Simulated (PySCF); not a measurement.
```xyz
21

C     2.4275    0.3441    0.1299
C     1.0439    0.7938   -0.0094
C    -0.0359   -0.3532    0.1720
C     0.1790   -1.0287    1.5277
N     0.0618   -1.3706   -0.8494
C    -1.4499    0.2549    0.1449
C    -1.8479    0.9643   -1.1454
H     2.9242    0.3681    1.0797
H     2.9361   -0.1282   -0.6896
H     0.8851    1.2089   -1.0085
H     0.8128    1.5568    0.7361
H    -0.5401   -1.8345    1.6510
H     1.1815   -1.4460    1.5857
H     0.0531   -0.3137    2.3361
H     0.9492   -1.8554   -0.7847
H    -0.0155   -0.9701   -1.7765
H    -1.5377    0.9572    0.9763
H    -2.1530   -0.5620    0.3202
H    -2.8726    1.3200   -1.0604
H    -1.2115    1.8240   -1.3413
H    -1.7989    0.2874   -1.9948
```

Geometry: GFN2-xTB.

Theory: PySCF, UKS B3LYP, pcH-1 on C H N, non-relativistic, mean-field spin-orbit, GIAO.

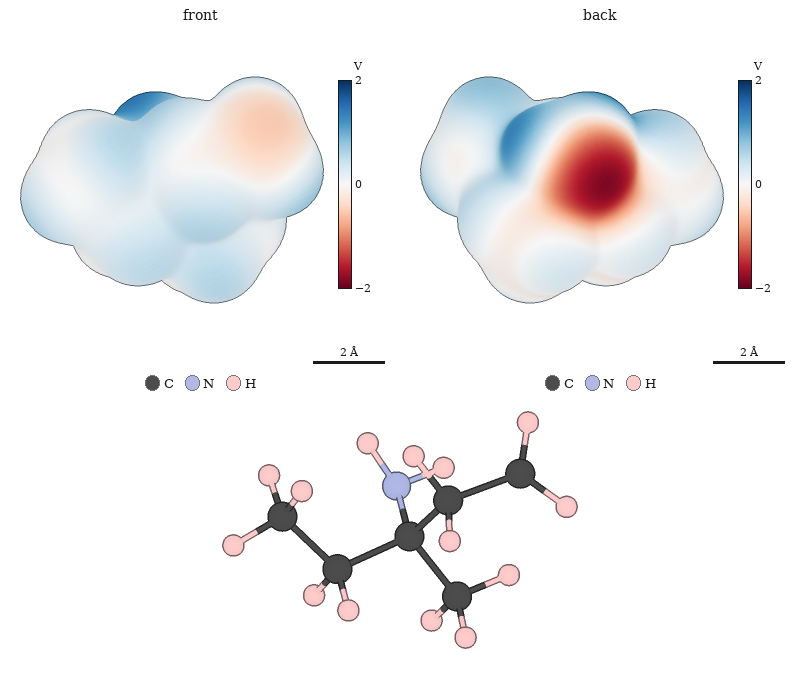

C$_{6}$H$_{14}$N (SMILES [CH2]C[C@](C)(N)CC) (doublet). The electrostatic potential painted on the density surface at 0.002 e/bohr³, seen from the front and from behind; the colour scale runs from red (negative) to blue (positive). The bare structure is drawn below in the same view.

Q: Where is the surface potential most negative and most positive?

A: The most negative region (about −1.8 V, or −42 kcal/mol for a unit charge) lies over N5, the most positive (about +1.3 V, or +30 kcal/mol for a unit charge) over H15 and H16. N5 is the likeliest acceptor of a hydrogen bond.
